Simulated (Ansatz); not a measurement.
## A ladder of methods for NBrO (nitrosyl bromide)

The species is NBrO (3 atoms), meant as a singlet with charge 0. SMILES: `O=NBr`. The coordinates come from a PBE0-D4/def2-TZVP relaxation.

```xyz
3

O     0.9418   -0.6468    0.4485
N    -0.0449   -0.6365   -0.0929
Br   -0.8968    1.2833   -0.3556
```

Quantity: the atomisation enthalpy at 298 K, in kJ/mol. The values are calculated. The thermal term (zero-point and 298 K enthalpy, harmonic and unscaled) is that of PBE0/aug-cc-pVTZ; the spin-orbit lowering of the free atoms at 298 K, 15.1 kJ/mol by their spectra, is taken off.

Measured value to compare with: NIST-JANAF tables gives the atomisation enthalpy at 298 K of the gas as 751 kJ/mol.

```json
{"level": "BLYP/STO-3G", "kind": "GGA", "program": "Ansatz", "value (kJ/mol)": "735", "computed − measured": "-16", "CPU time (all runs)": "2.7 s"}
{"level": "revPBE/STO-3G", "kind": "GGA", "program": "Ansatz", "value (kJ/mol)": "731", "computed − measured": "-20", "CPU time (all runs)": "2.2 s"}
{"level": "r2SCAN/STO-3G", "kind": "meta-GGA", "program": "Ansatz", "value (kJ/mol)": "661", "computed − measured": "-90", "CPU time (all runs)": "7.3 s"}
{"level": "PBE0/STO-3G", "kind": "global hybrid", "program": "Ansatz", "value (kJ/mol)": "619", "computed − measured": "-132", "CPU time (all runs)": "1.8 s"}
{"level": "CAM-B3LYP/STO-3G", "kind": "range-separated hybrid", "program": "Ansatz", "value (kJ/mol)": "597", "computed − measured": "-154", "CPU time (all runs)": "3.1 s"}
{"level": "wB97X/STO-3G", "kind": "range-separated hybrid", "program": "Ansatz", "value (kJ/mol)": "561", "computed − measured": "-190", "CPU time (all runs)": "11 s"}
{"level": "B2PLYP/STO-3G", "kind": "double hybrid", "program": "Ansatz", "value (kJ/mol)": "506", "computed − measured": "-245", "CPU time (all runs)": "3.4 s"}
{"level": "MP2/STO-3G", "kind": "perturbation theory", "program": "Ansatz", "value (kJ/mol)": "318", "computed − measured": "-433", "CPU time (all runs)": "0.49 s"}
{"level": "FCI/STO-3G", "kind": "exact in the basis", "program": "Ansatz", "value (kJ/mol)": "393", "computed − measured": "-358", "CPU time (all runs)": "1.2 s"}
```

Nearest: BLYP/STO-3G (-16 kJ/mol); farthest: MP2/STO-3G (-433 kJ/mol). Wave-function methods converge slowly with the basis and bind too weakly in sets of this size; that is part of their error here. All-electron rows without a relativistic Hamiltonian named are non-relativistic. All rows use very small basis sets, so none should be taken for the real molecule's value. In the correlated wave-function rows the outer d shell of Br is correlated, in sets not made for it. In so small a basis fixed costs decide the times, and correlated methods can beat functionals. Times are those of the runs behind each value, whatever else they computed, on shared processors of several kinds: orders of magnitude only.

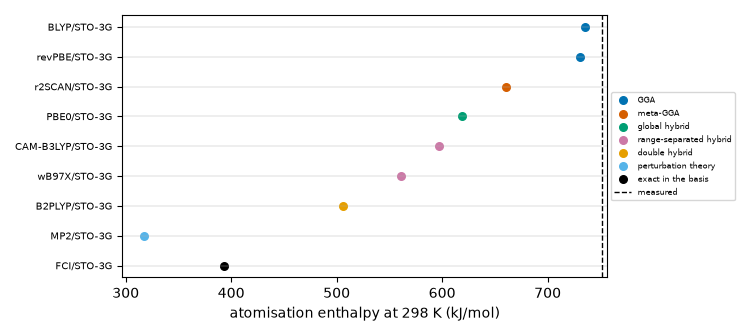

The values of the table, level by level.
